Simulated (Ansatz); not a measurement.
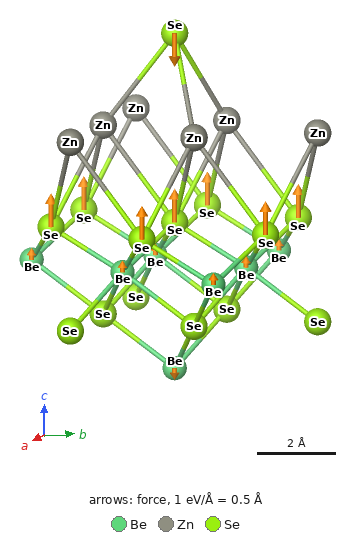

Starting geometry of crystalline Be₂ZnSe₃ (a generated structure, set up in P6_3/mmc) (coarse preliminary run) with the computed forces as orange arrows. A ball-and-stick model of the atoms within 5.0 Å of the atom that moves most (axes of the cell of the calculation), seen slightly off an axis.

Computed with DFT PBE, scalar-relativistic, plane waves, PAW in Ansatz 0.2.0. (plane-wave cutoff 420 eV; k-point mesh 6 × 6 × 1; occupations gaussian; smearing width 0.1 eV; no spin polarisation; cell and atoms relaxed; force threshold 0.04 eV/Å; at most 70 steps)

**What follows when this structure is relaxed?**

It isn't relaxed: the largest force vector, on Se atoms, is 1.76 eV/Å. The atoms end up moving mostly along the starting forces (cosine between the two patterns 1.00). The largest moves relative to the cell, 0.50 Å, are those of Se atoms. Largest moves by element: Se 0.50 Å, Be 0.20 Å. Zn stays in place. The volume changes by +5.6 %, with a = b 3.318 → 3.558 Å (+7.2 %), c 19.746 → 18.133 Å (−8.2 %). Among the contacts that change: Se–Zn 3.128 → 2.712 Å, Se–Se 3.121 → 3.443 Å, Be–Se 2.216 → 2.444 Å, Be–Se 2.344 → 2.508 Å. Among the angles between lasting bonds that change: Se–Be–Se 97.0° → 93.4°, Be–Se–Be 97.0° → 93.4°, Se–Be–Se 175.0° → 177.8°. The space group stays P6_3/mmc (No. 194). Over 8 accepted moves (10 points after the start) the energy falls by 3.187 eV per cell of the calculation. Largest force component: 1.8 eV/Å at the start, 0.0054 eV/Å at the end. Pressure: 12.44 GPa at the start and 0.01 GPa at the end. The line search rejected the trial step at point 6 of the run. The SCF was repeated once at an unchanged geometry on a basis and grid sized afresh for the cell, which shifted the energy by 3.2 meV per cell of the calculation at most. Cost: 28 s on 1 thread of AMD EPYC 9R45 96-Core Processor (Zen 5) (shared host), peak memory 0.57 GiB.
